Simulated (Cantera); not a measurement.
Input: 1 mol SiCl4, 0.11 mol H2O, 77 mol H2, equilibrated at 5600 Pa.

Equilibrium computed with Cantera from the NASA thermochemical tables; the gas is ideal and each condensed phase is pure. Candidate condensed phases: H2O, Si, SiO2; 30 gas species. Mutual solubility and eutectic melting of coexisting phases are not modelled. The tables' values for SiCl3 are old estimates; treat these amounts as uncertain. The tables hold silica as quartz up to 1696 K and as liquid above; real silica turns to tridymite and cristobalite and melts near 1996 K. Equilibrium is a limit: real reactors are often held back by kinetics, nucleation or transport.

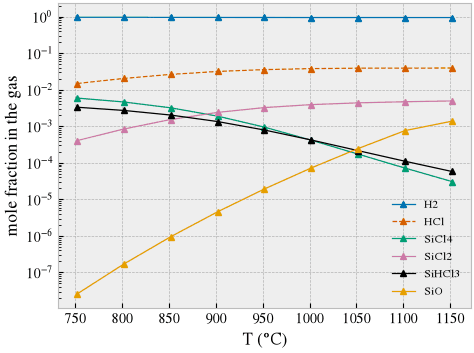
*Equilibrium gas composition (values under 1e-9 drawn at 1e-9)*

From 752 °C to 1102 °C the condensed part is Si(s) + SiO2(β-quartz). At 1152 °C the condensed part is Si(s). The main Si-bearing gas is SiCl4 at 752 °C and SiCl2 at 1152 °C. The share of Si in condensed phases is highest at 1002 °C (57.1 %) and lowest at 752 °C (19.6 %).
